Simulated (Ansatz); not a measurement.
**AlCl3 (aluminium trichloride (monomer)) at HF/6-311+G(d,p)**

Aim: the electronic atomisation energy of AlCl3 (aluminium trichloride (monomer)) at HF/6-311+G**, from 3 runs. 

Program for the calculation: Ansatz 0.2.0.

36 further runs of the same task are left out: 36 set aside as unsound or not needed.

## Step 1: The structure to begin with

The species is AlCl3 (4 atoms), meant as a singlet with charge 0. As SMILES, `Cl[Al](Cl)Cl`. The coordinates come from a PBE0-D4/def2-TZVP relaxation.

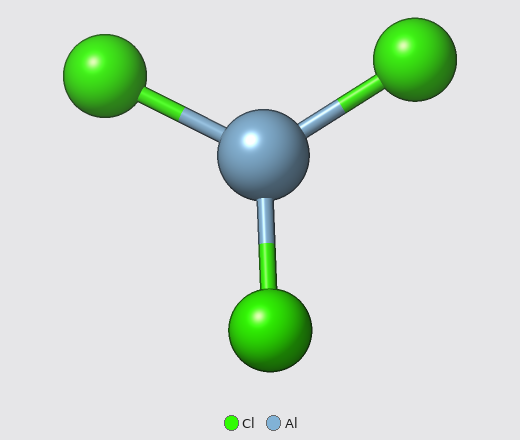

The structure, seen from a chosen angle (chlorine green, aluminium light blue).

## Step 2: The energy at HF/6-311+G(d,p)

File molecule.yaml:

```yaml
crystal:
  periodic: [false, false, false]
  atoms:
    - {symbol: Cl, position_ang: [-1.135050, -0.108440, 1.726210]}
    - {symbol: Al, position_ang: [0.000010, 0.000000, -0.000020]}
    - {symbol: Cl, position_ang: [1.741960, -1.104030, -0.163630]}
    - {symbol: Cl, position_ang: [-0.606920, 1.212480, -1.562570]}
basis:
  gaussian:
    orbitals: 6-311+G_st__st_-spherical.json
hamiltonian:
  xc: hf
accuracy: high
output: {orbitals: {seedname: orbitals}}
```

The basis set 6-311+G** is read from a file made from the Basis Set Exchange's data (not shown).

The run is started by

```sh
$ ansatz run molecule.yaml --threads 1 --pin off --max-ram 3480MiB --events-out events.jsonl --progress --plain --runs-dir runs
```

Output:

```text
Warning: RAYON_NUM_THREADS=1 ignored (pool sized by the plan → 1); use --threads N
Functional definition: HF
  name "HF"
  exchange = exact_x
  correlation = 0
1868 factors; integrals over basis functions are off by at most 2.4e-8 eV
mean field evaluation 1: about -44099.5439 eV, gradient 1.9e1 eV
mean field evaluation 2: about -44099.5718 eV, gradient 1.9e1 eV
mean field evaluation 4: about -44100.7181 eV, gradient 1.3e0 eV
mean field evaluation 8: about -44100.7294 eV, gradient 1.7e-5 eV
mean field -44100.72938436 eV, -1620.6719123273 hartree, gradient 2.9e-8 eV, S^2 0.000000; 0 other end points of the search recorded, 0 dependent functions left out
reference -44100.72938436 eV, -1620.6719123273 hartree; 32, 32 occupied and 88, 88 virtual orbitals, 1868 factors
Total energy: -44100.72938436 eV, -1620.6719123273 hartree
```

Wall time 4.5 s (1 thread of Arm Neoverse V2, shared host); peak memory 0.33 GiB.

## Step 3: The Al atom

File molecule.yaml:

```yaml
crystal:
  periodic: [false, false, false]
  atoms:
    - symbol: Al
      position_ang: [0.000000, 0.000000, 0.000000]
basis:
  gaussian:
    orbitals: 6-311+G_st__st_-spherical.json
accuracy: high
magnetization:
  spin_polarized: true
  initial_magnetization: 1
total_charge: 0
hamiltonian:
  xc: hf
```

The basis set 6-311+G** is read from a file made from the Basis Set Exchange's data (not shown).

Run the same way, it converges to -241.87226 Eh (log not shown).

## Step 4: The Cl atom

File input.yaml:

```yaml
crystal:
  periodic: [false, false, false]
  atoms:
    - {symbol: Cl, position_ang: [0.000000, 0.000000, 0.000000]}
basis:
  gaussian:
    orbitals: 6-311+G_st__st_-spherical.json
magnetization:
  spin_polarized: true
  initial_magnetization: 1
hamiltonian:
  xc: hf
accuracy: high
```

The basis set 6-311+G** is read from a file made from the Basis Set Exchange's data (not shown).

Run the same way, it converges to -459.47423 Eh (log not shown).

## Step 5: What came out

Level: HF/6-311+G**.

| quantity | value |
| --- | --- |
| molecule: total energy | -1620.67191 Eh |
| molecule: HOMO energy | -12.75 eV |
| molecule: LUMO energy | 0.69 eV |
| molecule: HOMO–LUMO gap | 13.44 eV |
| Al atom: total energy | -241.87226 Eh |
| Al atom: ⟨S²⟩ | 0.757 |
| Cl atom: total energy | -459.47423 Eh |
| Cl atom: ⟨S²⟩ | 0.755 |
| electronic atomisation energy | 10.257 eV |

In words: Taking the molecule apart into free atoms costs 10.26 eV (990 kJ/mol), before zero-point energy and without spin-orbit coupling. Hartree–Fock lacks the correlation of the bonding pairs, which as a rule makes this value much too low; in minimal bases other errors can mask that.
